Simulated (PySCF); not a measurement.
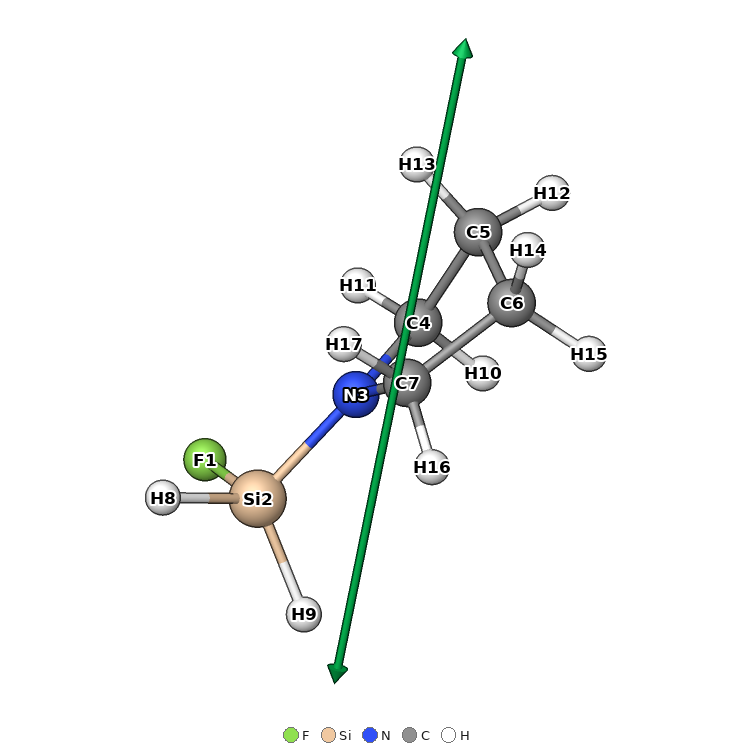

The double arrow shows the direction of the transition dipole to excited singlet state 4 (its length means nothing). The computed structure is the end point of a GFN2-xTB optimisation. No frequency run is at hand to confirm it as a minimum. Level of theory: TDDFT PBE0/def2-SVPD, vertical, gas phase, core orbitals frozen in the response (PySCF 2.14.0).

### Where does the transition lie, and how strong is it?

6.61 eV (188 nm), oscillator strength 0.026, of mixed character, with the largest part HOMO → LUMO+2 (weight 0.49); transition dipole 1.02 D.

The geometry is semi-empirical. Around Si such bond lengths and angles can be off by a tenth of an ångström or more and by several degrees, and values that hang on the shape move with them.
